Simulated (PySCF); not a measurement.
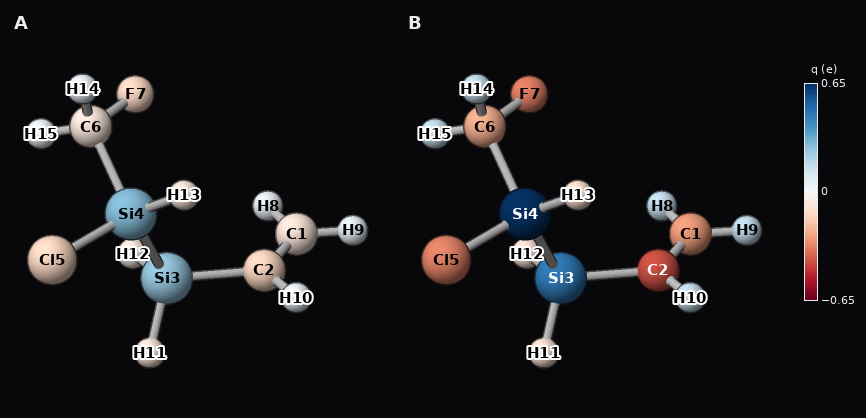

Atomic charges of one calculation by 2 schemes, on one colour scale. The computed structure is the end point of a GFN2-xTB optimisation. No frequency run is at hand to confirm it as a minimum. Computed with PBE0/pcSseg-1 (PySCF 2.14.0).

The schemes are Hirshfeld, IAO. Which panel shows which?

Answer. A Hirshfeld, B IAO.

List the charges (e), one line for each set of equivalent atoms.

| atom | Hirshfeld | IAO |
| --- | --- | --- |
| C1 | −0.08 | −0.27 |
| C2 | −0.14 | −0.41 |
| Si3 | 0.25 | 0.46 |
| Si4 | 0.28 | 0.64 |
| Cl5 | −0.13 | −0.32 |
| C6 | −0.07 | −0.23 |
| F7 | −0.13 | −0.33 |
| H8 | 0.05 | 0.15 |
| H9 | 0.05 | 0.15 |
| H10 | 0.04 | 0.15 |
| H11 | −0.07 | −0.10 |
| H12 | −0.07 | −0.09 |
| H13 | −0.07 | −0.10 |
| H14 | 0.05 | 0.15 |
| H15 | 0.04 | 0.15 |

The geometry is semi-empirical. Around Si such bond lengths and angles can be off by a tenth of an ångström or more and by several degrees, and values that hang on the shape move with them.
